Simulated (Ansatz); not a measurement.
**A computed series for SiO2: pressure series**

Start from SiO2 (space group P3_221, No. 154; a = 4.920 Å, c = 5.416 Å).

Cell and atoms are relaxed at each pressure.

All numbers come from plane-wave PAW DFT at the r2SCAN level (Ansatz, an electronic-structure program, 500 eV), without spin-orbit coupling, earlier PAW set.

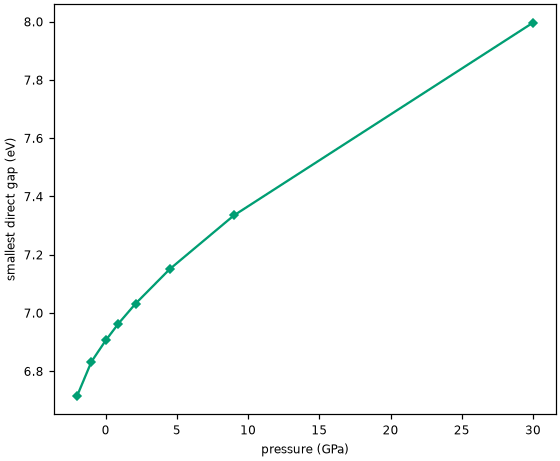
Fig. 1. Smallest direct gap against pressure

| pressure (GPa) | smallest direct gap |
|---|---|
| -2 | 6.72 eV |
| -1 | 6.83 eV |
| 0.9 | 6.96 eV |
| 2.1 | 7.03 eV |
| 4.5 | 7.15 eV |
| 9 | 7.33 eV |
| 30 | 8.00 eV |

Load acts through the strain it causes; cell and atoms are relaxed under it. No phonon test of stability was made. No other phases were tried under pressure.
